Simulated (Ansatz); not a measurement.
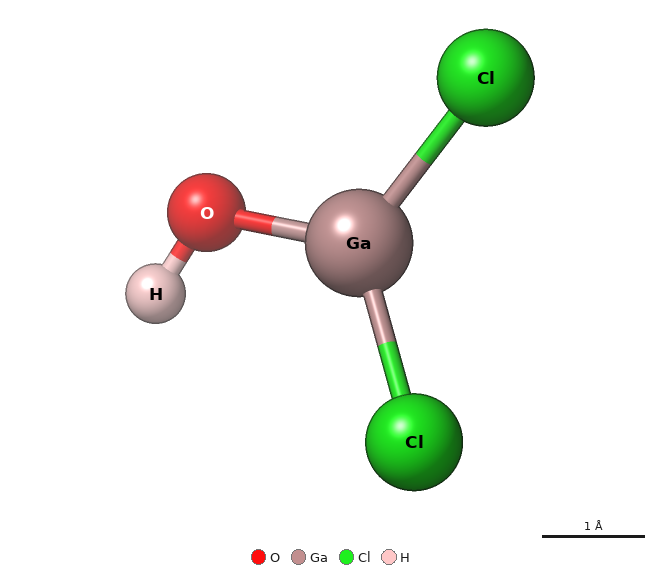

Atoms fade into the background with distance from the viewer. The geometry was computed by an optimisation with PBE0-D4/def2-TZVP. No frequency run is at hand to confirm it as a minimum. Masses are those of the most abundant isotopes; constants are for the rigid equilibrium geometry.

**What kind of rotor is it, and what are its rotational constants in GHz?**

An asymmetric top (Cs): A = 4.23, B = 2.13, C = 1.42 GHz. Ray's parameter κ is −0.49, nearer the prolate limit.
